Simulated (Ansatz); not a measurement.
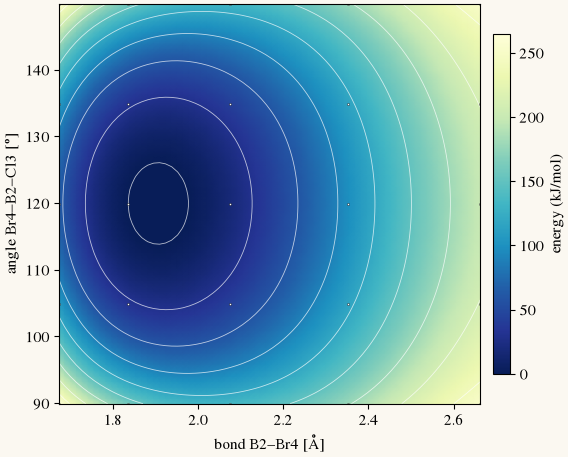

Energy landscape of BBrCl2, SMILES ClB(Cl)Br. Two internal coordinates are moved rigidly from the geometry relaxed at PBE0-D4/def2-TZVP, all others fixed. Coordinates scanned: (1) bond B2–Br4; (2) angle Br4–B2–Cl3. The grid has 5 × 5 points. Energies are in kJ/mol, from the lowest grid point. Computed with Ansatz, RKS PBE0-D4/def2-TZVPP.

In the figure: a smooth colour map with a few white contour lines, dots at the grid points. Between grid points the surface is interpolated. 

> What does the map say about the system?

The lowest grid point is at bond B2–Br4 = 1.836 Å, angle Br4–B2–Cl3 = 120°. The bottom of the well lies between grid points, at about bond B2–Br4 = 1.904 Å, angle Br4–B2–Cl3 = 120°, about 4.9 kJ/mol lower on the interpolated surface. It is the only kind of minimum in the scanned range. The highest grid point, bond B2–Br4 = 1.673 Å, angle Br4–B2–Cl3 = 90°, lies 265 kJ/mol above the lowest. Round the minimum the two coordinates are nearly uncoupled.
